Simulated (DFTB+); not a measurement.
## Run report: C₃H₉PSi, geometry relaxation (part 2 of 2)

C₃H₉PSi, SMILES P[SiH]1CCC1; GFN1-xTB, R-SCC, dispersion built in (DFTB+ 25.1). The geometry comes from this level: GFN2-xTB.

Geometry of the input (Å):
```
P  -0.9963  0.7156  2.5144
Si -0.4476  -0.5254  0.7250
C  1.3569  -0.4056  0.0940
C  0.8598  -0.1517  -1.3401
C  -0.6305  0.1291  -1.0735
H  -0.9179  1.9307  1.8572
H  -2.3555  0.6165  2.2820
H  -0.9554  -1.8893  0.9346
H  1.9883  -1.2843  0.1902
H  1.9141  0.4409  0.4910
H  0.9783  -1.0451  -1.9504
H  1.3726  0.6697  -1.8387
H  -1.3050  -0.3922  -1.7471
H  -0.8617  1.1913  -1.1387
```

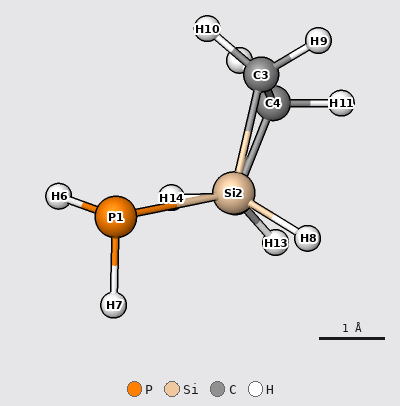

The geometry at step 6 of the log (ball-and-stick view, seen at a tilt; atoms are numbered from 1 in the order of the input).

### Output, continued
```
 iSCC Total electronic   Diff electronic      SCC error
    1   -0.15831141E+02    0.00000000E+00    0.31504554E-02
    2   -0.15831141E+02   -0.34292749E-03    0.15096911E-02
    3   -0.15831141E+02   -0.62368903E-06    0.64344595E-03
    4   -0.15831141E+02   -0.22326679E-07    0.13810009E-03
    5   -0.15831141E+02   -0.35151348E-08    0.23982671E-04
    6   -0.15831141E+02   -0.17910757E-08    0.60527742E-05

Total Energy:                      -15.6643815430 H         -426.2495 eV
Extrapolated to 0K:                -15.6643815430 H         -426.2495 eV
Total Mermin free energy:          -15.6643815430 H         -426.2495 eV
Force related energy:              -15.6643815430 H         -426.2495 eV

total energy  -1.5664382E+01 H       energy change -3.3124602E-05 H
gradient norm  4.0001198E-03 H/a0    max. gradient  1.9462096E-03 H/a0
step length    1.4359134E-02 a0      max. step      5.7056027E-03 a0

--------------------------------------------------------------------------------

***  Geometry step: 10

 iSCC Total electronic   Diff electronic      SCC error
    1   -0.15831006E+02    0.00000000E+00    0.21709101E-02
    2   -0.15831006E+02    0.13544651E-03    0.98013031E-03
    3   -0.15831006E+02   -0.34675517E-06    0.39545678E-03
    4   -0.15831006E+02   -0.15134161E-07    0.11687871E-03
    5   -0.15831006E+02   -0.66455286E-09    0.15068622E-04
    6   -0.15831006E+02   -0.15904877E-08    0.35690493E-05

Total Energy:                      -15.6644067707 H         -426.2502 eV
Extrapolated to 0K:                -15.6644067707 H         -426.2502 eV
Total Mermin free energy:          -15.6644067707 H         -426.2502 eV
Force related energy:              -15.6644067707 H         -426.2502 eV

total energy  -1.5664407E+01 H       energy change -2.5227764E-05 H
gradient norm  3.4920050E-03 H/a0    max. gradient  1.1336505E-03 H/a0
step length    1.4436918E-02 a0      max. step      5.6593655E-03 a0

--------------------------------------------------------------------------------

***  Geometry step: 11

 iSCC Total electronic   Diff electronic      SCC error
    1   -0.15830717E+02    0.00000000E+00    0.80647353E-03
    2   -0.15830717E+02    0.28926466E-03    0.59167309E-03
    3   -0.15830717E+02   -0.22885708E-07    0.17307868E-03
    4   -0.15830717E+02   -0.46754636E-08    0.70396361E-04
    5   -0.15830717E+02   -0.75662676E-09    0.21059534E-04
    6   -0.15830717E+02   -0.52306071E-09    0.55707791E-05

Total Energy:                      -15.6644252524 H         -426.2507 eV
Extrapolated to 0K:                -15.6644252524 H         -426.2507 eV
Total Mermin free energy:          -15.6644252524 H         -426.2507 eV
Force related energy:              -15.6644252524 H         -426.2507 eV

total energy  -1.5664425E+01 H       energy change -1.8481646E-05 H
gradient norm  3.0158354E-03 H/a0    max. gradient  1.1087752E-03 H/a0
step length    1.3187340E-02 a0      max. step      5.5347609E-03 a0

--------------------------------------------------------------------------------

***  Geometry step: 12

 iSCC Total electronic   Diff electronic      SCC error
    1   -0.15830525E+02    0.00000000E+00    0.14700374E-02
    2   -0.15830525E+02    0.19202517E-03    0.79849013E-03
    3   -0.15830525E+02   -0.91439516E-07    0.30116034E-03
    4   -0.15830525E+02   -0.35587249E-08    0.54953910E-04
    5   -0.15830525E+02   -0.16532553E-08    0.15928728E-04
    6   -0.15830525E+02   -0.28900793E-09    0.19871875E-05

Total Energy:                      -15.6644404955 H         -426.2511 eV
Extrapolated to 0K:                -15.6644404955 H         -426.2511 eV
Total Mermin free energy:          -15.6644404955 H         -426.2511 eV
Force related energy:              -15.6644404955 H         -426.2511 eV

total energy  -1.5664440E+01 H       energy change -1.5243120E-05 H
gradient norm  2.7688804E-03 H/a0    max. gradient  8.2459822E-04 H/a0
step length    1.2726868E-02 a0      max. step      4.6025196E-03 a0

Geometry converged

--------------------------------------------------------------------------------
--------------------------------------------------------------------------------
Pre-SCC initialisation                 +       0.05 ( 17.1%)       0.05 ( 11.4%)
SCC                                    +       0.14 ( 48.2%)       0.28 ( 65.4%)
Post-SCC processing                    +       0.10 ( 34.3%)       0.10 ( 23.0%)
--------------------------------------------------------------------------------
Missing                                +       0.00 (  0.5%)       0.00 (  0.2%)
Total                                  =       0.29 (100.0%)       0.42 (100.0%)
--------------------------------------------------------------------------------
```

### Trajectory as extended XYZ (Å, eV, eV/Å), 13 frames, from step=0 to step=12
```
14
Properties=species:S:1:pos:R:3 step=0 energy=-426.14819
P    -0.9963    0.7156    2.5144
Si   -0.4476   -0.5254    0.7250
C     1.3569   -0.4056    0.0940
C     0.8598   -0.1517   -1.3401
C    -0.6305    0.1291   -1.0735
H    -0.9179    1.9307    1.8572
H    -2.3555    0.6165    2.2820
H    -0.9554   -1.8893    0.9346
H     1.9883   -1.2843    0.1902
H     1.9141    0.4409    0.4910
H     0.9783   -1.0451   -1.9504
H     1.3726    0.6697   -1.8387
H    -1.3050   -0.3922   -1.7471
H    -0.8617    1.1913   -1.1387
14
Properties=species:S:1:pos:R:3 step=1 energy=-426.17715
P    -0.9933    0.7112    2.5134
Si   -0.4511   -0.5222    0.7316
C     1.3593   -0.4098    0.1018
C     0.8607   -0.1522   -1.3424
C    -0.6390    0.1280   -1.0726
H    -0.9172    1.9332    1.8559
H    -2.3590    0.6162    2.2823
H    -0.9540   -1.8881    0.9333
H     1.9928   -1.2853    0.1888
H     1.9171    0.4426    0.4906
H     0.9786   -1.0464   -1.9516
H     1.3730    0.6709   -1.8388
H    -1.3059   -0.3917   -1.7515
H    -0.8620    1.1936   -1.1409
14
Properties=species:S:1:pos:R:3 step=2 energy=-426.21237
P    -0.9878    0.7019    2.5114
Si   -0.4594   -0.5135    0.7469
C     1.3624   -0.4184    0.1202
C     0.8593   -0.1545   -1.3418
C    -0.6577    0.1259   -1.0684
H    -0.9148    1.9386    1.8533
H    -2.3671    0.6152    2.2836
H    -0.9495   -1.8843    0.9293
H     2.0084   -1.2899    0.1848
H     1.9263    0.4463    0.4895
H     0.9797   -1.0502   -1.9554
H     1.3740    0.6745   -1.8386
H    -1.3105   -0.3911   -1.7666
H    -0.8634    1.1997   -1.1480
14
Properties=species:S:1:pos:R:3 step=3 energy=-426.21939
P    -0.9884    0.7016    2.5119
Si   -0.4612   -0.5110    0.7494
C     1.3629   -0.4205    0.1250
C     0.8570   -0.1559   -1.3383
C    -0.6625    0.1254   -1.0672
H    -0.9134    1.9391    1.8531
H    -2.3690    0.6147    2.2849
H    -0.9473   -1.8825    0.9274
H     2.0158   -1.2916    0.1834
H     1.9301    0.4463    0.4888
H     0.9799   -1.0510   -1.9563
H     1.3733    0.6747   -1.8371
H    -1.3128   -0.3904   -1.7735
H    -0.8644    1.2009   -1.1516
14
Properties=species:S:1:pos:R:3 step=4 energy=-426.23202
P    -0.9931    0.7047    2.5149
Si   -0.4635   -0.5064    0.7511
C     1.3647   -0.4247    0.1333
C     0.8506   -0.1596   -1.3282
C    -0.6713    0.1244   -1.0661
H    -0.9097    1.9386    1.8539
H    -2.3721    0.6136    2.2888
H    -0.9417   -1.8780    0.9224
H     2.0329   -1.2936    0.1802
H     1.9391    0.4443    0.4867
H     0.9799   -1.0511   -1.9567
H     1.3692    0.6727   -1.8306
H    -1.3177   -0.3870   -1.7892
H    -0.8673    1.2022   -1.1606
14
Properties=species:S:1:pos:R:3 step=5 energy=-426.23955
P    -0.9984    0.7092    2.5185
Si   -0.4635   -0.5035    0.7498
C     1.3670   -0.4278    0.1368
C     0.8459   -0.1626   -1.3208
C    -0.6762    0.1235   -1.0677
H    -0.9069    1.9373    1.8552
H    -2.3739    0.6129    2.2924
H    -0.9372   -1.8749    0.9184
H     2.0446   -1.2929    0.1780
H     1.9456    0.4409    0.4849
H     0.9791   -1.0496   -1.9549
H     1.3641    0.6691   -1.8231
H    -1.3202   -0.3830   -1.7997
H    -0.8699    1.2014   -1.1679
14
Properties=species:S:1:pos:R:3 step=6 energy=-426.24514
P    -1.0034    0.7135    2.5225
Si   -0.4622   -0.5008    0.7473
C     1.3700   -0.4304    0.1372
C     0.8423   -0.1655   -1.3155
C    -0.6788    0.1225   -1.0712
H    -0.9045    1.9361    1.8566
H    -2.3757    0.6129    2.2959
H    -0.9332   -1.8726    0.9146
H     2.0532   -1.2899    0.1763
H     1.9509    0.4362    0.4831
H     0.9775   -1.0474   -1.9512
H     1.3578    0.6644   -1.8139
H    -1.3212   -0.3782   -1.8072
H    -0.8725    1.1992   -1.1746
14
Properties=species:S:1:pos:R:3 step=7 energy=-426.24742
P    -1.0049    0.7144    2.5244
Si   -0.4609   -0.4991    0.7463
C     1.3716   -0.4315    0.1357
C     0.8414   -0.1670   -1.3147
C    -0.6787    0.1219   -1.0738
H    -0.9038    1.9361    1.8574
H    -2.3773    0.6134    2.2977
H    -0.9312   -1.8722    0.9126
H     2.0553   -1.2871    0.1757
H     1.9530    0.4332    0.4822
H     0.9759   -1.0466   -1.9482
H     1.3541    0.6623   -1.8082
H    -1.3204   -0.3753   -1.8091
H    -0.8738    1.1973   -1.1780
14
Properties=species:S:1:pos:R:3 step=8 energy=-426.24863
P    -1.0046    0.7134    2.5251
Si   -0.4598   -0.4978    0.7463
C     1.3720   -0.4318    0.1343
C     0.8413   -0.1678   -1.3153
C    -0.6779    0.1215   -1.0751
H    -0.9038    1.9369    1.8578
H    -2.3791    0.6144    2.2988
H    -0.9300   -1.8723    0.9112
H     2.0553   -1.2851    0.1754
H     1.9540    0.4314    0.4816
H     0.9746   -1.0473   -1.9461
H     1.3522    0.6623   -1.8045
H    -1.3193   -0.3738   -1.8094
H    -0.8745    1.1959   -1.1800
14
Properties=species:S:1:pos:R:3 step=9 energy=-426.24954
P    -1.0038    0.7115    2.5252
Si   -0.4590   -0.4965    0.7470
C     1.3717   -0.4316    0.1332
C     0.8413   -0.1684   -1.3160
C    -0.6770    0.1212   -1.0755
H    -0.9042    1.9379    1.8584
H    -2.3810    0.6158    2.2999
H    -0.9287   -1.8724    0.9096
H     2.0550   -1.2837    0.1750
H     1.9550    0.4299    0.4809
H     0.9732   -1.0494   -1.9445
H     1.3510    0.6636   -1.8015
H    -1.3181   -0.3729   -1.8096
H    -0.8750    1.1949   -1.1822
14
Properties=species:S:1:pos:R:3 step=10 energy=-426.25022
P    -1.0033    0.7098    2.5250
Si   -0.4584   -0.4956    0.7477
C     1.3710   -0.4312    0.1327
C     0.8412   -0.1690   -1.3165
C    -0.6764    0.1211   -1.0752
H    -0.9046    1.9387    1.8595
H    -2.3826    0.6174    2.3013
H    -0.9270   -1.8723    0.9077
H     2.0547   -1.2830    0.1744
H     1.9563    0.4290    0.4801
H     0.9718   -1.0524   -1.9432
H     1.3504    0.6659   -1.7990
H    -1.3171   -0.3727   -1.8101
H    -0.8754    1.1943   -1.1845
14
Properties=species:S:1:pos:R:3 step=11 energy=-426.25073
P    -1.0037    0.7088    2.5248
Si   -0.4582   -0.4952    0.7480
C     1.3704   -0.4307    0.1328
C     0.8410   -0.1694   -1.3165
C    -0.6763    0.1211   -1.0746
H    -0.9051    1.9389    1.8610
H    -2.3836    0.6190    2.3028
H    -0.9252   -1.8720    0.9058
H     2.0545   -1.2831    0.1738
H     1.9577    0.4285    0.4792
H     0.9705   -1.0553   -1.9423
H     1.3502    0.6682   -1.7971
H    -1.3163   -0.3730   -1.8108
H    -0.8756    1.1940   -1.1869
14
Properties=species:S:1:pos:R:3 step=12 energy=-426.25114
P    -1.0047    0.7086    2.5246
Si   -0.4582   -0.4951    0.7477
C     1.3702   -0.4303    0.1332
C     0.8409   -0.1697   -1.3164
C    -0.6766    0.1212   -1.0741
H    -0.9055    1.9387    1.8630
H    -2.3840    0.6208    2.3046
H    -0.9232   -1.8717    0.9037
H     2.0541   -1.2836    0.1733
H     1.9591    0.4285    0.4781
H     0.9695   -1.0578   -1.9415
H     1.3500    0.6702   -1.7956
H    -1.3155   -0.3738   -1.8114
H    -0.8755    1.1940   -1.1892
```

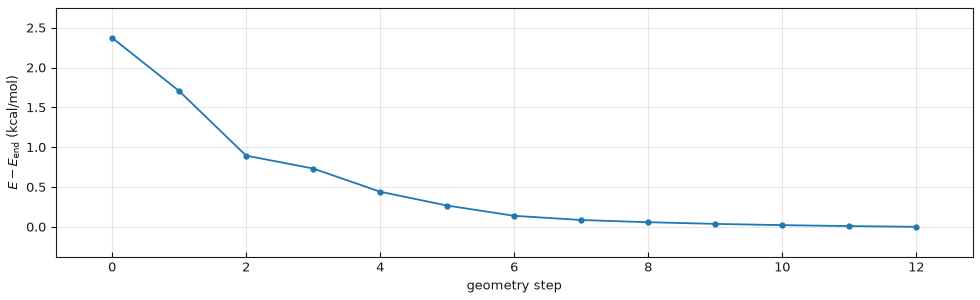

Progress of the relaxation, step by step (steps are counted from 0).

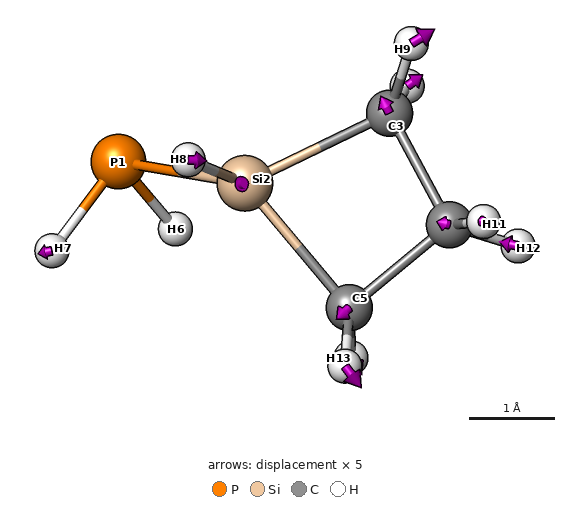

The starting structure with the displacements as pink arrows, magnified 5 times (ball-and-stick view, seen at a tilt). The two geometries are laid on each other by the best rigid fit. The largest moves after the best rigid fit, 0.068 Å, are those of H9 and H13. By element the largest moves are H 0.068 Å, C 0.048 Å, Si 0.039 Å, P 0.015 Å. Among the contacts that change: P1–Si2 2.246 → 2.215 Å, C3–C4 1.539 → 1.565 Å, C4–C5 1.540 → 1.564 Å, P1–H6 1.384 → 1.400 Å. Among the angles that change: Si2–C5–H13 118.4° → 123.8°, C3–Si2–H8 115.5° → 111.5°, C5–Si2–H8 114.6° → 111.4°. After 12 geometry steps the energy has fallen by 2.37 kcal/mol. (Atoms are counted from 1 in the order of the input.)

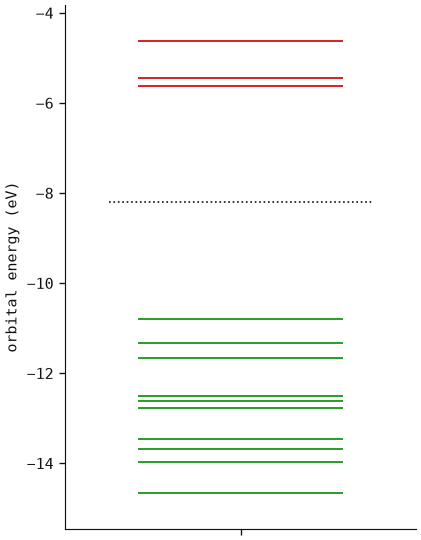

Orbital energies near the frontier; the dotted line parts filled from empty levels, and levels within 0.02 eV of each other stand side by side. Highest filled −10.79 eV, lowest empty −5.63 eV, 5.16 eV apart.

### Summary

| quantity | value |
| --- | --- |
| outcome | converged |
| Mermin free energy | −15.664440 hartree |
| basis functions | 48 |
| largest force | 0.050 eV/Å |
| HOMO | −10.79 eV |
| LUMO | −5.63 eV |
| dipole moment | 1.14 D |
| hardware | 1 thread of Intel Xeon (Sapphire Rapids), 32 GiB of memory available, shared host |
| peak memory | 0.071 GiB |

### Remarks

Settings chosen away from the usual ones: optimiser.
